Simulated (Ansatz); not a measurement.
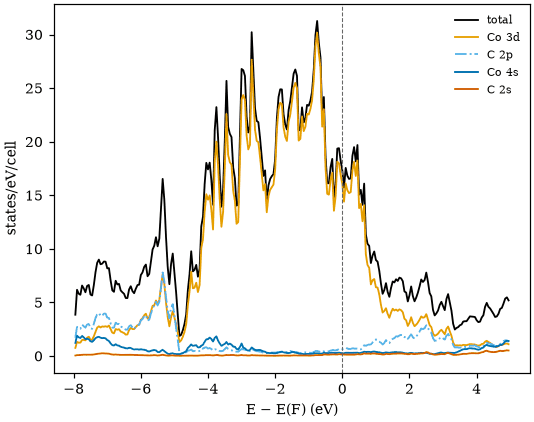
Figure: Total and projected density of states of Co₃C in space group Pnma (No. 62; Co on 8d, Co on 4c, C on 4c), PBEsol in the plane-wave PAW code Ansatz

**Question.** Which orbitals carry the states next to the Fermi level?

**Answer.** Within 0.5 eV of the Fermi level: Co 3d 93 %. Projections are on Löwdin-orthogonalised atomic valence shells; empty p or d shells of many metals are not among them.

**Question.** Where is the tallest occupied peak in this window, and what makes it?

**Answer.** Near -0.8 eV, about 31 states/eV per cell; the largest projected share is Co 3d.

The workflow started from a Materials Project entry (that database holds measured and hypothetical structures alike); the Crystallography Open Database copy checked does not list it. Whether it is the stable phase at ambient conditions was not checked. Symmetry was held in the PBEsol relaxation; whether a distortion lowers the energy is not shown. Spin order of the final state: ferromagnetic, the only order run, not a proven ground state.

Potentials: the later of the program's two PAW sets.
